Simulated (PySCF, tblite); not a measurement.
# C₂H₂FO₃S radical: geometry, infrared bands and EPR parameters

Wanted: the infrared bands and EPR parameters of C₂H₂FO₃S radical (`O=S(=O)(O)/C=[C]\F`), by calculation.

The runs use tblite 0.8.0 and PySCF 2.14.0, with density-fitted response routines of our own; the level of theory stands in each step. All values are computed, except where a source is named. Atoms count from 0, in the outputs and in this text.

### Step 1. Starting geometry

9 atoms, charge 0, multiplicity 2; geometry from: force field or distance geometry start.

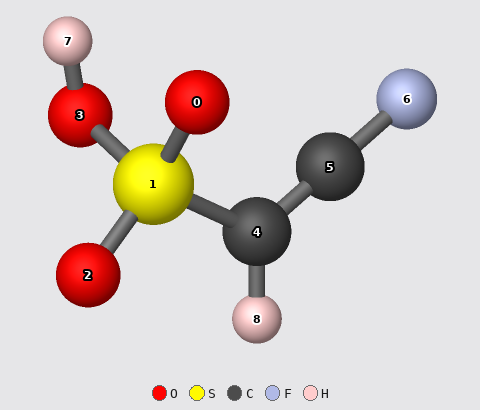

The starting geometry (oxygen red, sulfur yellow, carbon dark grey, fluorine light blue, hydrogen pink), atoms numbered.

### Step 2. Optimising the geometry with GFN2-xTB

What the job is given:

```
{"job": {"kind": "relax", "xc": "GFN2-xTB", "basis": "xTB"}, "charge": 0, "multiplicity": 2}
O     -0.875600     0.797600     1.372900
S     -0.854500     0.396900    -0.022900
O     -2.052800     0.249500    -0.784500
O      0.063400     1.501200    -0.764900
C      0.130400    -1.002600    -0.218800
C      1.248900    -1.148200     0.403500
F      2.419100    -1.300500     1.051800
H      0.152600     2.268800    -0.150000
H     -0.217900    -1.756800    -0.912200
```

Command:

```bash
$ OMP_NUM_THREADS=1 python probes_run.py task.json out
```

One launch serves the whole session: the jobs run in the order shown.

The log of the run:

```text
step      E/eV     max force
  0    -689.05993    3.389
  1    -689.30072    1.376
  2    -689.33972    0.823
  3    -689.36317    0.907
  4    -689.39521    0.771
  5    -689.43217    0.778
  6    -689.45043    0.763
  7    -689.47700    0.946
  8    -689.51057    1.774
  9    -689.58578    1.103
 10    -689.65283    0.696
 11    -689.67226    0.559
 12    -689.68801    0.408
 13    -689.70014    0.386
 14    -689.71608    0.430
 15    -689.72861    0.442
 16    -689.73985    0.334
 17    -689.74988    0.350
 18    -689.75883    0.292
 19    -689.76467    0.185
 20    -689.76801    0.148
 21    -689.77092    0.190
 22    -689.77547    0.268
 23    -689.78264    0.346
 24    -689.79302    0.411
 25    -689.80486    0.359
 26    -689.81571    0.316
 27    -689.82009    0.212
 28    -689.82272    0.131
 29    -689.82448    0.193
 30    -689.82669    0.210
 31    -689.82865    0.161
 32    -689.82975    0.093
 33    -689.83025    0.081
 34    -689.83074    0.112
 35    -689.83133    0.118
 36    -689.83191    0.111
 37    -689.83243    0.073
 38    -689.83303    0.152
 39    -689.83392    0.220
 40    -689.83525    0.235
 41    -689.83682    0.177
 42    -689.83798    0.100
 43    -689.83864    0.143
 44    -689.83909    0.199
 45    -689.83969    0.128
 46    -689.84023    0.028
 47    -689.84029    0.024
 48    -689.84037    0.026
 49    -689.84045    0.037
 50    -689.84056    0.037
 51    -689.84063    0.025
 52    -689.84067    0.019
 53    -689.84071    0.020
 54    -689.84075    0.018
 55    -689.84077    0.018
 56    -689.84080    0.022
 57    -689.84083    0.026
 58    -689.84089    0.039
 59    -689.84100    0.057
 60    -689.84119    0.073
 61    -689.84147    0.074
 62    -689.84190    0.101
 63    -689.84242    0.111
 64    -689.84327    0.257
 65    -689.84488    0.250
 66    -689.84199    0.490
 67    -689.84796    0.164
 68    -689.84919    0.058
 69    -689.84977    0.131
 70    -689.85016    0.047
 71    -689.85046    0.053
 72    -689.85118    0.075
 73    -689.85150    0.055
 74    -689.85165    0.025
 75    -689.85170    0.023
 76    -689.85174    0.022
 77    -689.85179    0.026
 78    -689.85187    0.033
 79    -689.85192    0.027
 80    -689.85196    0.009
```

It took 0.32 s on 1 thread of Arm Neoverse V2, shared host.

The steps of the relaxation: (not every step is listed)

```tsv
step	energy from step 0 (eV)	largest force (eV/Å)
0	0.0000	3.3890
1	-0.2408	1.3765
2	-0.2798	0.8235
3	-0.3032	0.9068
4	-0.3353	0.7708
5	-0.3722	0.7783
6	-0.3905	0.7625
7	-0.4171	0.9458
8	-0.4506	1.7742
14	-0.6562	0.4296
20	-0.7081	0.1485
26	-0.7558	0.3157
32	-0.7698	0.0930
38	-0.7731	0.1523
44	-0.7792	0.1993
50	-0.7806	0.0374
56	-0.7809	0.0223
62	-0.7820	0.1008
68	-0.7893	0.0579
74	-0.7917	0.0249
75	-0.7918	0.0233
76	-0.7918	0.0216
77	-0.7919	0.0260
78	-0.7919	0.0332
79	-0.7920	0.0275
80	-0.7920	0.0090
```

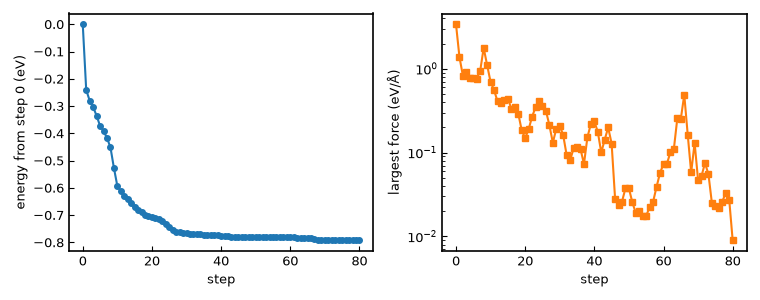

Energy and largest force along the relaxation.

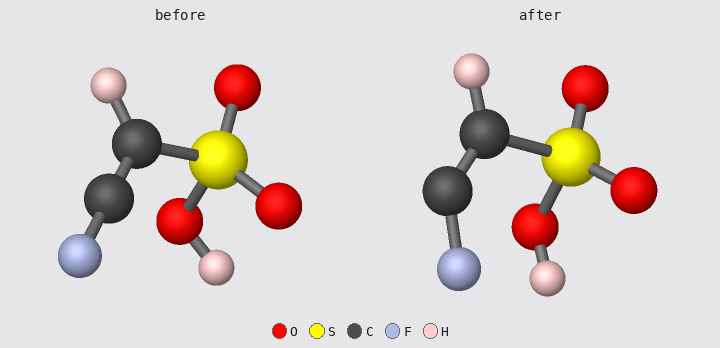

The geometry before (left) and after (right).

Distances of close pairs at the start and the end, largest changes first:

```tsv
bond	before (Å)	after (Å)	change (Å)
S1–C4	1.722	1.853	+0.130
C5–F6	1.346	1.313	-0.033
O3–H7	0.988	0.960	-0.028
O0–S1	1.452	1.429	-0.024
S1–O3	1.616	1.599	-0.017
C4–H8	1.082	1.068	-0.014
C4–C5	1.288	1.278	-0.010
S1–O2	1.427	1.422	-0.005
```

The next job starts from the end point, and lists it.

### Step 3. Infrared spectrum with GFN2-xTB

What the job is given:

```
{"job": {"kind": "ir", "xc": "GFN2-xTB", "basis": "xTB"}, "charge": 0, "multiplicity": 2}
O     -1.040846     0.610737     1.384603
S     -0.864867     0.386170    -0.015365
O     -1.987537     0.323241    -0.885832
O      0.150853     1.490880    -0.568747
C      0.114695    -1.168313    -0.254950
C      1.323715    -1.220820     0.156655
F      2.074952    -0.323735     0.752832
H      0.677281     1.851242     0.148213
H     -0.434685    -1.943408    -0.742589
```

The log of the run:

```text
mode    cm-1     km/mol
  1      38.8      6.86
  2      95.1      2.85
  3     214.6      5.16
  4     223.1     17.88
  5     286.3     41.45
  6     373.3      7.67
  7     410.3     75.74
  8     419.7     66.05
  9     444.7     50.71
 10     567.1    230.34
 11     625.3      6.97
 12     727.5     44.74
 13     750.2    250.65
 14     861.2    249.71
 15     983.4     50.27
 16    1103.9    382.51
 17    1140.1     93.80
 18    1290.4    467.04
 19    1793.6    182.57
 20    3187.7     12.36
 21    3576.8     59.32
```

Wall time 0.17 s (1 thread of Arm Neoverse V2, shared host).

Which atoms move in the most intense modes:

```tsv
cm⁻¹	km/mol	atoms
410	75.7	O0 29 %, O3 18 %, C4 15 %, C5 10 %
567	230.3	S1 38 %, C5 24 %
750	250.7	S1 30 %, O3 30 %, H8 20 %
861	249.7	H7 74 %, O3 21 %
1104	382.5	C5 21 %, F6 19 %, O0 17 %, O2 14 %
1140	93.8	O0 25 %, O2 19 %, C5 14 %, S1 14 %
1290	467.0	S1 45 %, O2 32 %, O0 23 %
1794	182.6	C5 60 %, C4 36 %
```

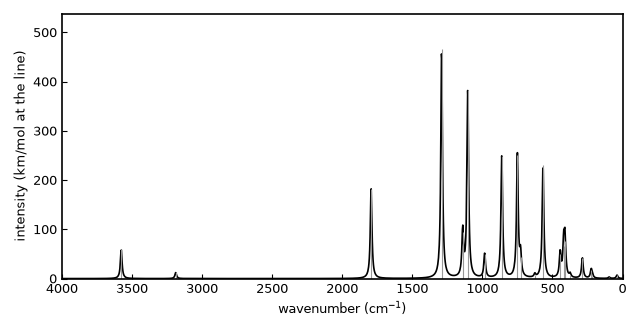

The infrared spectrum from these modes, unscaled. Lines are broadened to a width of 14 cm⁻¹ (Lorentzian).

### Step 4. g tensor and hyperfine couplings: B3LYP/pcH-1

The job, as its differences from that of step 3:

```diff
@@ -1,2 +1,2 @@
-{"job": {"kind": "ir", "xc": "GFN2-xTB", "basis": "xTB"}, "charge": 0, "multiplicity": 2}
+{"job": {"kind": "epr", "basis": "pcH-1"}, "charge": 0, "multiplicity": 2}
 O     -1.040846     0.610737     1.384603
```

Level: UKS B3LYP, pcH-1 on C F H O S, non-relativistic, mean-field spin-orbit, GIAO.

The log of the run:

```text
UKS, coarse grid
  cycle   1  E = -800.61006791  |g| = 9.95e-01
  cycle   2  E = -799.14877692  |g| = 2.06e+00
  cycle   3  E = -800.86022909  |g| = 4.03e-01
  cycle   4  E = -800.93932952  |g| = 1.02e-01
  cycle   5  E = -800.94181249  |g| = 6.45e-02
  cycle   6  E = -800.94347632  |g| = 1.61e-02
  cycle   7  E = -800.94358734  |g| = 8.33e-03
  cycle   8  E = -800.94361563  |g| = 3.92e-03
  cycle   9  E = -800.94362673  |g| = 1.87e-03
  cycle  10  E = -800.94363031  |g| = 1.09e-03
  cycle  11  E = -800.94363278  |g| = 5.63e-04
UKS, final grid
  cycle   1  E = -800.94365237  |g| = 7.96e-04
  cycle   2  E = -800.94365189  |g| = 1.46e-03
  cycle   3  E = -800.94365272  |g| = 1.59e-04
  cycle   4  E = -800.94365274  |g| = 1.04e-04
  cycle   5  E = -800.94365277  |g| = 7.26e-05
  cycle   6  E = -800.94365277  |g| = 2.28e-05
E = -800.94365277 Eh   <S^2> = 0.7592 (exact 0.7500)
g shifts (ppm)      1          2          3
  rmc          -240       -240       -240
  gc             19         32        -65
  oz_so        -156        575       2593
  total        -378        367       2288
hyperfine (MHz)  atom isotope    a_iso     a_fc   dipolar eigenvalues
    0   17O      -1.34      -1.31     -8.00      3.83      4.16
    1   33S      56.95      57.05     -6.64     -6.09     12.73
    2   17O      -2.39      -2.35    -15.51      7.41      8.11
    3   17O      -7.39      -7.36     -4.34      1.93      2.41
    4   13C      73.13      73.17    -20.38     -3.07     23.46
    5   13C     532.60     532.57    -77.22    -52.14    129.37
    6   19F     365.79     364.85   -272.35   -211.18    483.53
    7    1H      -0.23      -0.24     -2.63     -0.83      3.46
    8    1H      39.61      39.62     -6.47     -5.55     12.02
```

Wall time 47 s (1 thread of Arm Neoverse V2, shared host); peak memory 0.78 GiB.

Principal g values 2.00194, 2.00269, 2.00461; g(iso) = 2.00308, against 2.00232 for a free electron.

Mean a(iso) over the nuclei that a row names, and the largest dipolar term of the row (other rows stand at the frozen geometry):

```tsv
nuclei	isotope	a(iso) (MHz)	a(iso) (G, at g = 2.0023)	largest dipolar term (MHz)
C5	13C	532.6	190.0	129.4
F6	19F	365.8	130.5	483.5
C4	13C	73.1	26.1	23.5
S1	33S	56.9	20.3	12.7
H8	1H	39.6	14.1	12.0
O3	17O	-7.4	-2.6	-4.3
O0, O2	17O	-1.9	-0.7	-15.5
H7	1H	-0.2	-0.1	3.5
```

Mulliken spin populations:

```tsv
atom	value (e)
O0	0.02
S1	0.06
O2	0.04
O3	0.01
C4	-0.13
C5	0.91
F6	0.08
H7	0.00
H8	0.02
```

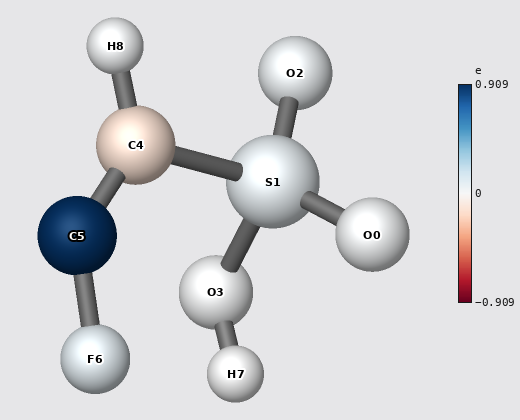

Mulliken spin populations, as colours on the atoms.

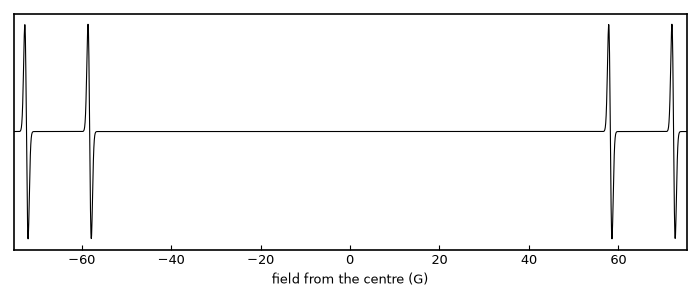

First-order isotropic spectrum (first derivative, main isotopes with spin only, couplings over 0.8 MHz, Gaussian width 0.4 G; couplings of the frozen geometry, rotation of groups not averaged beyond the rows shown).

The fields below are evaluated on a grid from the run's orbitals.

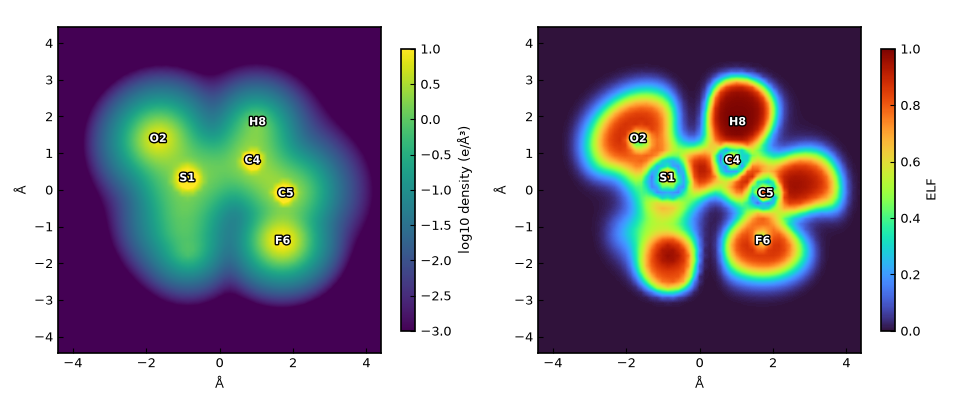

Density (left) and ELF (right) in a plane through or near 6 of the atoms.

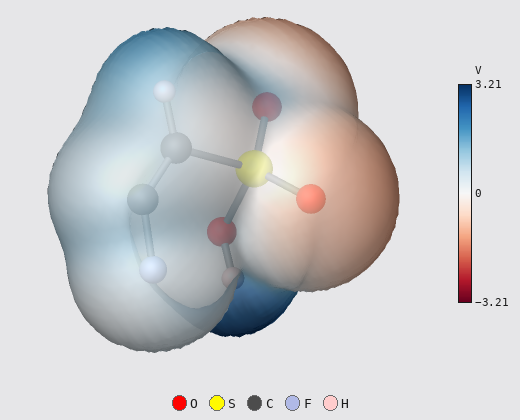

The potential that a unit positive charge feels on the 0.002 e/bohr³ surface, from -1.30 V near O2 to 3.21 V near H7.

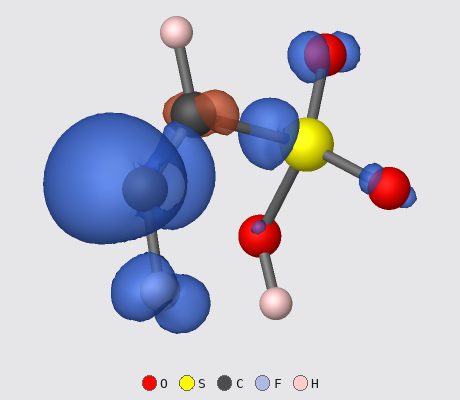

Spin density at ±0.05 e/Å³ (alpha excess blue, beta excess red).

### Step 5. Summary of results

| quantity | value |
| --- | --- |
| strongest single infrared mode (GFN2-xTB) | 1290 cm⁻¹, 467 km/mol |
| zero-point energy (GFN2-xTB) | 27.3 kcal/mol |
| g(iso) (B3LYP) | 2.00308 |
| ⟨S²⟩ | 0.759 (exact 0.75) |
| largest a(iso) (averaged by class) | 13C on C5, 532.6 MHz |
| potential on the surface of density 0.002 e/bohr³, 1st and 99th percentile | -1.30 V and 3.21 V |

Over 80 steps the energy fell by 0.792 eV; of the close pairs, S1–C4 changed most, 1.722 to 1.853 Å. All 21 modes are real, so the xTB geometry is a minimum. The strongest single mode, at 1290 cm⁻¹, is spread over several atoms, S1, O2, O0 among them. GFN2-xTB is a fitted tight-binding method: band positions and strengths are rough. Its intensities can rank the bands wrongly. C5 carries the largest spin population, 0.91 e. The isotropic g lies 0.8 ppt above the free-electron value. These values are for one conformer; the search (at its own cheap level) found 2 more, at 0.92, 9.80 kcal/mol, and measured spectra average over such forms.
